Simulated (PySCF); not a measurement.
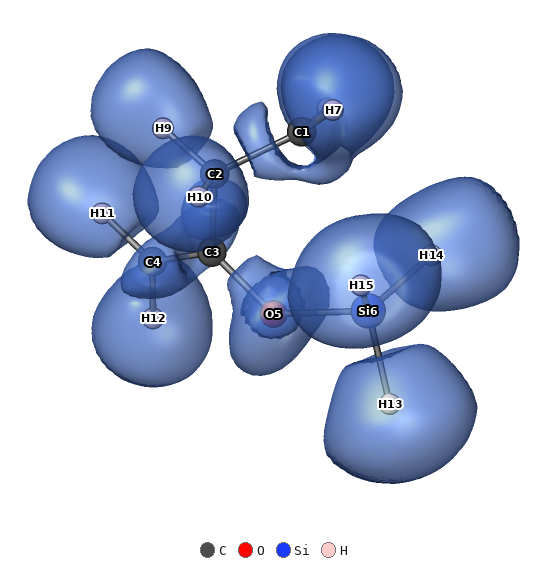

C4H9OSi (doublet). Isosurface of the electron localisation function at 0.75 (blue), seen at a tilt. Only the valence region is drawn (cores and ρ < 0.01 e/Å³ removed).

Geometry: GFN2-xTB.

The calculation used PySCF 2.14.0, density-fitted response routines, UKS B3LYP, pcH-1 on C H O Si, non-relativistic, mean-field spin-orbit, GIAO.

```xyz
15

C    -0.7094   -0.1462   -1.3644
C     0.0925    0.9065   -0.7216
C     0.0802    0.7512    0.7876
C    -0.2778    1.7184    1.6210
O     0.4796   -0.4433    1.2582
Si    0.5724   -1.9098    0.5589
H    -0.3677   -0.6454   -2.2499
H    -1.7416   -0.2536   -1.0883
H    -0.3025    1.9051   -0.9478
H     1.1289    0.8627   -1.0671
H    -0.5845    2.6834    1.2642
H    -0.2635    1.5642    2.6849
H     1.1932   -2.6130    1.6759
H    -0.7498   -2.4466    0.2402
H     1.4458   -1.9256   -0.6161
```

> What do the ELF domains correspond to?

The ELF exceeds this value in two regions between bonded C–C atoms (shared pairs), seven regions around hydrogen nuclei, one region on O in which the atom's valence shell and bonds are merged and one joined region spread over several atoms (C, H), in which their bonds and any lone pairs are merged. Profiles from the grid: C–C (1.33 Å): the ELF peaks at about 0.90 between the atoms: a short, multiple covalent bond. C–O (1.34 Å): the ELF peaks at about 0.85 between the atoms (a polar covalent bond).
